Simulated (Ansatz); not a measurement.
Input file:

```
crystal:
  periodic: [false, false, false]
  atoms:
    - {symbol: Br, position_ang: [0.576393, -0.716685, -2.187155]}
    - {symbol: Se, position_ang: [0.033809, -0.033093, 1.336655]}
    - {symbol: H, position_ang: [-0.877313, 1.076949, 1.036353]}
    - {symbol: H, position_ang: [0.267111, -0.327071, -0.185853]}
basis:
  gaussian: {orbitals: "def2-TZVPPD.json"}
total_charge: -1
hamiltonian: {xc: pbe0, dispersion: d4}
output: {orbitals: {seedname: orbitals}}
```

Command:

```sh
ansatz run in.yaml --threads 2 --pin off --events-out ev --progress --plain --max-ram 5222MiB
```

Geometry: PBE0-D4/def2-TZVPD.

Theory: RKS PBE0-D4/def2-TZVPPD in Ansatz 0.2.0.

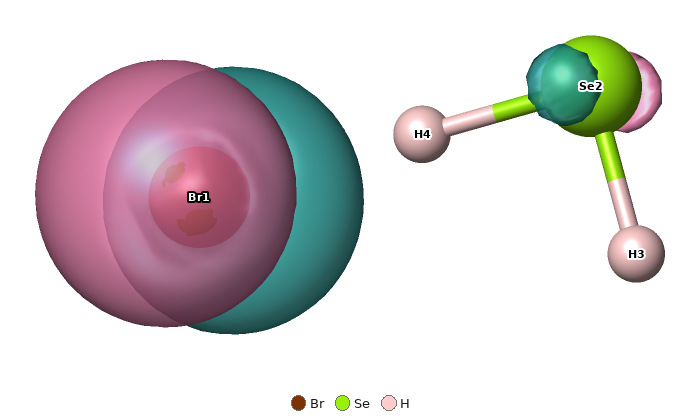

Br···H$_{2}$Se (SMILES [Br-].[SeH2]) (charge −1). The HOMO−1 at ±0.15 Å⁻³ᐟ² (teal and pink are the two phases), seen at a tilt.

Q: Where does this orbital lie, and at what energy?

A: By Hirshfeld shares it lies mainly on Br1 (about 90 %) and Se2 (about 10 %); it changes sign across the molecular plane (π type). Its energy is −2.07 eV.
